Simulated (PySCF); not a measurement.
## A study: C₂H₄BF₃, SMILES `C=C.FB(F)F`

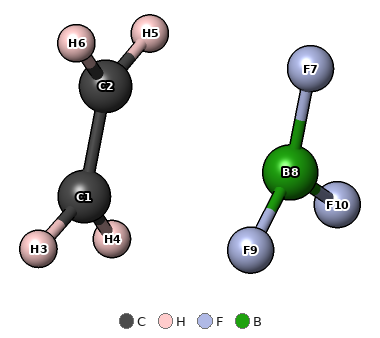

The molecule, with its atoms numbered as below. The pair's geometry is semi-empirical, so its contact may be too short or too long.

Geometry (Å), atoms numbered from 1:

```
C1      -1.8757   -0.5295    0.0135
C2      -1.6525    0.7755    0.0262
H3      -1.9854   -1.0976    0.9228
H4      -1.9593   -1.0838   -0.9070
H5      -1.5653    1.3478   -0.8832
H6      -1.5906    1.3351    0.9455
F7       1.1048    1.2001    0.2188
B8       0.7822   -0.0491   -0.0074
F9       0.8130   -0.8984    0.9885
F10      0.7887   -0.4941   -1.2384
```

### 1. Bonding charge

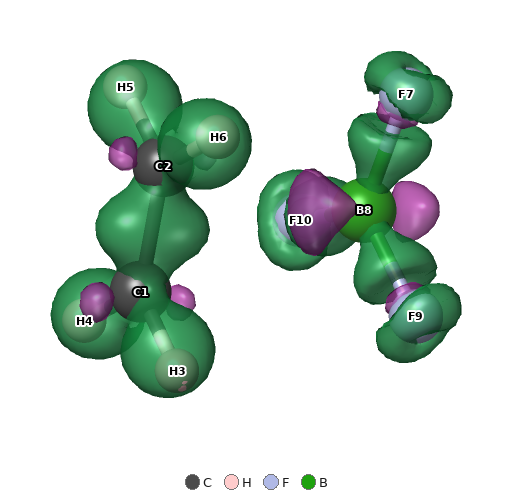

Deformation density (molecule less spherical, spin-averaged free atoms at the same positions), surfaces at ±0.17 e/Å³; green: gain, purple: loss.

PySCF calculation, r2SCAN/cc-pVTZ, gas phase; geometry: GFN2-xTB.

Q: Describe the bonding that the map shows.

A: C1–H3: +0.79 e/Å³ at the bond critical point (bond length 1.08 Å, Mayer order 1.0). C1–H4: +0.79 e/Å³ at the bond critical point (bond length 1.08 Å, Mayer order 1.0). C1–C2: +0.79 e/Å³ at the bond critical point (bond length 1.32 Å, Mayer order 1.8). C2–H6: +0.78 e/Å³ at the bond critical point (bond length 1.08 Å, Mayer order 1.0). C2–H5: +0.78 e/Å³ at the bond critical point (bond length 1.08 Å, Mayer order 1.0). B8–F10: +0.33 e/Å³ at the bond critical point (bond length 1.31 Å, Mayer order 1.3). B8–F9: +0.33 e/Å³ at the bond critical point (bond length 1.31 Å, Mayer order 1.3). F7–B8: +0.33 e/Å³ at the bond critical point (bond length 1.31 Å, Mayer order 1.3). In all, 2.0 electrons gather in the regions of gain relative to the promolecule.

Q: Where do the Hirshfeld charges lie?

A: The highest Hirshfeld charge is on B8 (+0.34 e), the lowest on F9 (−0.14 e).

### 2. Bond critical points

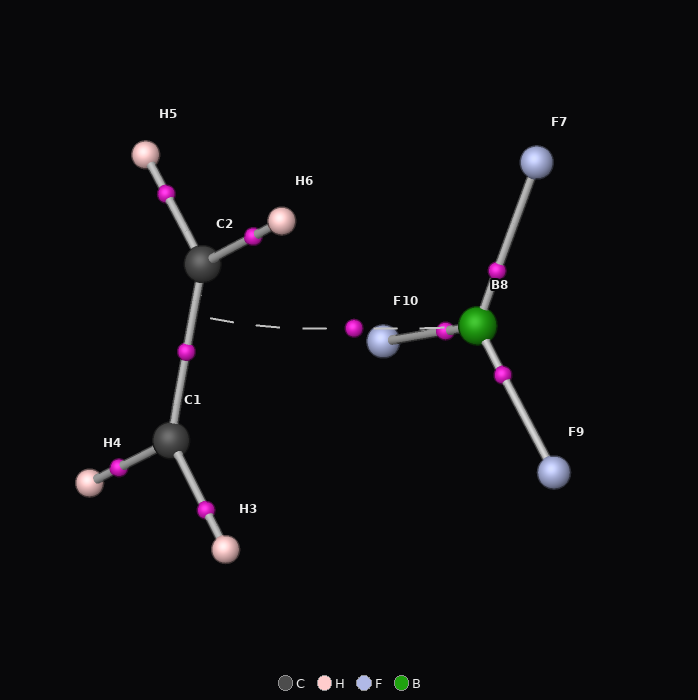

Molecular graph of the electron density (QTAIM): bond paths, bond critical points (magenta), ring points (cyan, if any); weak paths are dashed.

Q: How many critical points of each kind are there, and does the count close?

A: 10 nuclei, 9 bond, 0 ring and 0 cage critical points: 10 − 9 + 0 − 0 = 1, as the Poincaré–Hopf relation requires.

Q: Give the properties at the bond critical points.

A:
```tsv
bond	length (Å)	ρ (a.u.)	∇²ρ (a.u.)	ε	H (a.u.)
C1–C2	1.324	0.360	−1.29	0.31	−0.474
C1–H3	1.078	0.295	−1.19	0.00	−0.340
C1–H4	1.078	0.295	−1.19	0.00	−0.340
C2–H6	1.078	0.294	−1.18	0.01	−0.338
C2–H5	1.078	0.294	−1.18	0.01	−0.338
B8–F10	1.309	0.217	+1.27	0.03	−0.173
B8–F9	1.309	0.217	+1.27	0.03	−0.173
F7–B8	1.310	0.216	+1.27	0.03	−0.172
C2–B8	2.571	0.021	+0.04	0.64	−0.001
```

Q: What kind of interaction is F7–B8?

A: Polar or intermediate (positive Laplacian, negative energy density H): ρ = 0.216, ∇²ρ = +1.27, H = −0.172 a.u.

Q: Are there bond paths between atoms that aren't covalently bonded?

A: Yes: C2–B8 (2.57 Å, ρ = 0.021).

### 3. Electrostatic potential

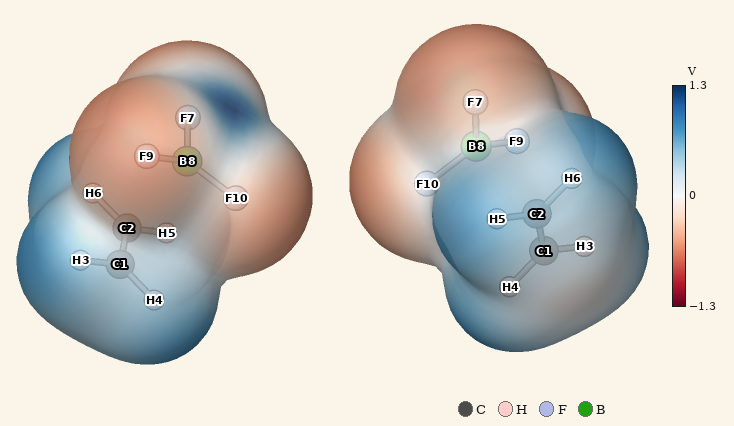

Electrostatic potential on the surface of electron density 0.001 a.u. (back view left, front view right).

Q: Where are the extremes of the potential on the surface?

A: Highest: 1.23 V, 1.7 Å from B8. Further maxima include 0.83 V, 1.3 Å from H3, and at like points elsewhere; 0.82 V, 1.3 Å from H5. Lowest: −0.57 V, 1.6 Å from F9. Further minima include −0.18 V, off the C1–C2 bond (2.1 to 2.2 Å from its atoms). The surface is sampled at points, so like sites can differ by a few per cent and only the strongest of them is named.

### 4. Binding density

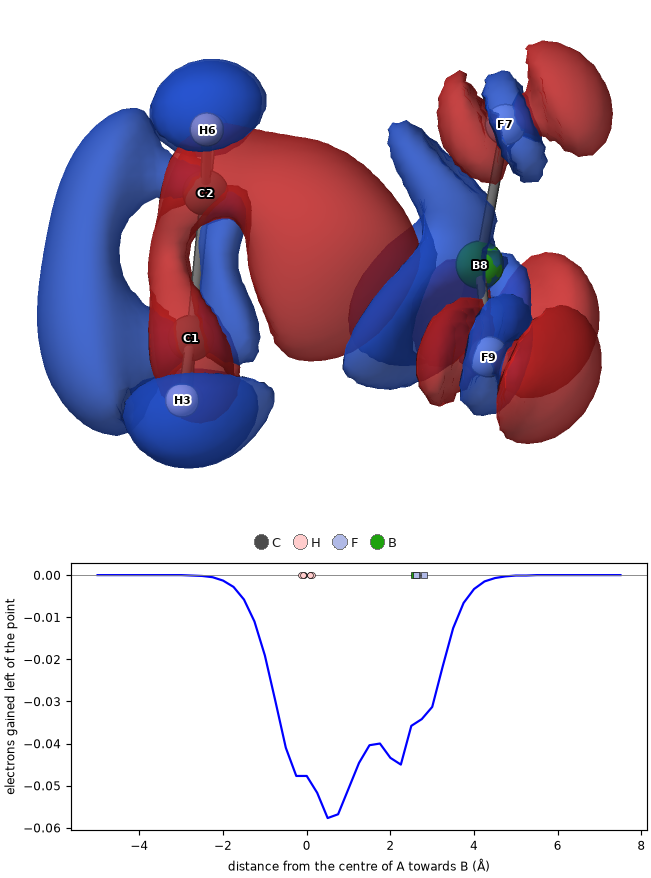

Density of the complex less the densities of the two fragments at the same geometry, ±0.004 e/Å³ (red: gain, blue: loss). Fragment A: H4C2 (atoms 1–6); fragment B: BF3. Below: the charge-displacement curve along the line of centres (A on the left).

Method: r2SCAN/cc-pVTZ; geometry: GFN2-xTB; program: PySCF.

Q: Which way does charge flow?

A: Hirshfeld charges show 0.045 e passing from A to B. By Hirshfeld charges, electrons gather most on F10 (−0.014 e) and leave H4 most (+0.012 e); 0.14 e is displaced in all, which induces a dipole of 0.95 D.

Q: What is the interaction energy, and which contacts carry it?

A: The counterpoise-corrected interaction energy of the frozen fragments is −4.4 kcal/mol without dispersion correction and −5.0 kcal/mol with D3(BJ). The pair geometry is semi-empirical, not a minimum at this level. Contacts: C2···B8, 2.57 Å, ρ = 0.021 a.u. The pose is a local one from a semi-empirical search, not shown to be the most stable.

### 5. Excited states

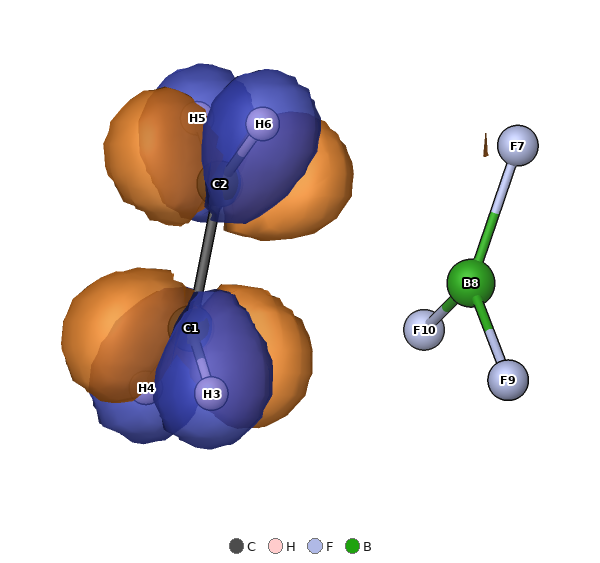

Unrelaxed difference density of S₁ less the ground state (TDA singlet states), ±0.06 e/Å³; orange: gain, blue: loss.

Method: LC-wPBE/def2-SVP; geometry: GFN2-xTB; program: PySCF. Without diffuse functions Rydberg states are missing, so the states' numbers hold for this basis only.

Q: How does the charge move on excitation?

A: 0.70 e is displaced in all, of which about 0.3 e passes between atoms: H3 (0.08 e) and H4 (0.08 e) lose electrons and C1 (0.14 e) and C2 (0.11 e) gain them. The state: 8.22 eV (151 nm), f = 0.001 (very weak); the leading pair carries 100 %; hole on C1 (26 %), C2 (25 %) and H3, H4, H5 and H6 (12 % each), electron on C1 (40 %) and C2 (35 %); their centroids lie 0.1 Å apart.

The PySCF runs shown took 2.1 min, 5.6 min and 4.9 min on 1 thread of Arm Neoverse N1, on a shared host.
